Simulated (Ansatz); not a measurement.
# BGeH₅OSi: up Jacob's ladder to CCSD(T)

How much do the methods differ for BGeH₅OSi? The plan is to run it at one geometry with functionals of several rungs and with coupled cluster. The yardstick is the atomisation energy at the CCSD(T) limit.

Computed with Ansatz 0.2.0, Gaussian basis. Level: functionals in def2-TZVPP, the program's frozen cores in correlated methods.

Levels to be run: PBE-D4, r2SCAN-D4, PBE0-D4, B3LYP-D4, ωB97X-V, ωB97M-V, B2PLYP; CCSD(T)/def2-TZVPP; MP2/def2-QZVPP; extrapolation to the limit.

### Step 1. The geometry

An earlier PBE0-D4 in a triple-zeta def2 set relaxation fixed the geometry.

SMILES `[SiH3][B]1[O][GeH2]1`, 9 atoms, charge 0, spin multiplicity 1.

Atoms are counted from 1 here; the program's logs count them from 0.

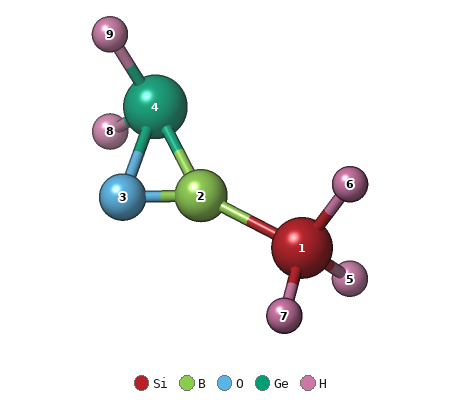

The structure; silicon red, boron green, oxygen blue, germanium teal, hydrogen pink; atoms are numbered from 1 in the order of the file.

### Step 2. PBE-D4 (GGA)

The input, in.yaml:

```yaml
crystal:
  periodic: [false, false, false]
  atoms:
    - {symbol: Si, position_ang: [-0.414208, 1.452489, -1.073177]}
    - {symbol: B, position_ang: [0.363398, -0.076431, -0.032079]}
    - {symbol: O, position_ang: [1.442584, -0.732486, 0.226340]}
    - {symbol: Ge, position_ang: [-0.027884, -1.591820, 1.289719]}
    - {symbol: H, position_ang: [-1.480779, 0.907174, -1.952798]}
    - {symbol: H, position_ang: [-1.025807, 2.399680, -0.104885]}
    - {symbol: H, position_ang: [0.600494, 2.162027, -1.895937]}
    - {symbol: H, position_ang: [0.076892, -3.053163, 0.810865]}
    - {symbol: H, position_ang: [0.553811, -1.513769, 2.714953]}
basis:
  gaussian: {orbitals: def2-TZVPP}
hamiltonian: {xc: pbe, dispersion: d4}
output: {forces: true, orbitals: {seedname: orbitals}}
```

Command:

```console
$ ansatz run in.yaml --threads 4 --pin off --events-out ev --progress --plain --max-ram 10444MiB
```

After this run come: r2SCAN-D4 (meta-GGA); PBE0-D4 (hybrid); B3LYP-D4 (hybrid); ωB97X-V (range-separated); ωB97M-V (range-separated); B2PLYP (double hybrid); CCSD(T) in def2-TZVPP; MP2 in def2-QZVPP.

Before running them: what should the planned runs give, taken together? Wanted: atomisation energy, CCSD(T)/CBS; farthest; mean size of error, hybrid; mean size of error, range-separated; gap, smallest and largest; T1 diagnostic; triples share of the correlation energy.

The runs gave:

| quantity | value |
| --- | --- |
| atomisation energy, CCSD(T)/CBS | 2864.6 kJ/mol |
| functionals within 28.6 kJ/mol (1.0 %) | r2SCAN-D4, PBE0-D4, B3LYP-D4, ωB97X-V, ωB97M-V |
| farthest | B2PLYP (-35.6 kJ/mol) |
| mean size of error, hybrid | 17.3 kJ/mol |
| mean size of error, range-separated | 10.3 kJ/mol |
| gap, smallest and largest | 3.49 eV (PBE-D4), 9.48 eV (ωB97X-V) |
| T1 diagnostic | 0.0164 |
| triples share of the correlation energy | 4.1 % |

What this shows: PBE-D4 is off by +28.9 kJ/mol. Double hybrids carry the basis error of their MP2 part in triple zeta, and no dispersion term here, so their miss is partly the set-up's. Misses under about 28.6 kJ/mol are within the doubt on the reference itself, which lacks core-valence correlation, relativity and higher excitations, and its outer-core shells are covered unevenly. Hartree-Fock recovers 72 % of the binding; the rest is correlation. Orbital gaps span 3.5 to 9.5 eV; exact exchange widens them. Correlated methods include outer-core shells of Ge, which these sets cover unevenly.
